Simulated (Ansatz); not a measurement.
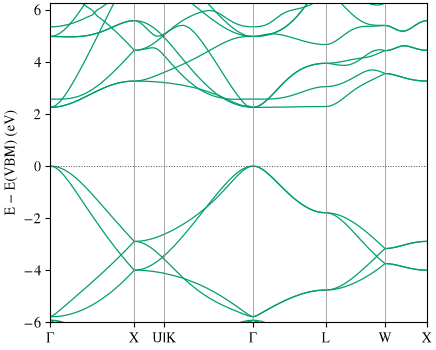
*Band structure from plane-wave PAW PBEsol (Ansatz code)*

Q: Read off the gap and where the band edges lie.

A: About 2.3 eV (2.25 eV by a search for the band edges); maximum at Γ, minimum at Γ.

The material is C in space group Fd-3m (No. 227; C on 32e).

The start of the workflow was typed in or built on a structure type. Its sites differ from those of the usual phase in this space group: another stacking or structure type. The PBEsol relaxation kept the symmetry of its start; whether a distortion lowers the energy is not shown.

Potentials: the later of the program's two PAW sets.
